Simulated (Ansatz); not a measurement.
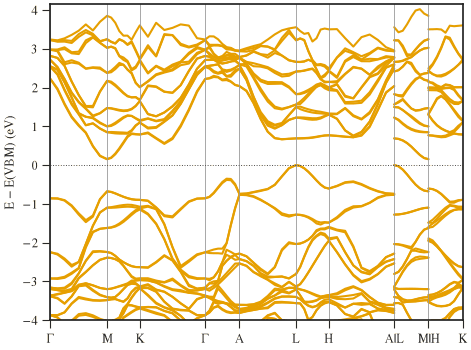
Band structure from the program Ansatz at the r²SCAN with spin–orbit coupling level (PAW)

Problem. Read off the gap and where the band edges lie.

Solution. About 0.2 eV (0.15 eV by a search for the band edges); maximum at L, minimum at M.

The material is Si₂Mo in space group P6_222 (No. 180; Si on 6j, Mo on 3d).

The first step of the workflow began from a Materials Project structure, measured or hypothetical; the Crystallography Open Database copy checked does not list it. It is not the phase usual at ambient conditions (space group No. 139). The r²SCAN relaxation kept the symmetry of its start; whether a distortion lowers the energy is not shown. The run is not spin-polarised.

Potentials: the later of the program's two PAW sets.
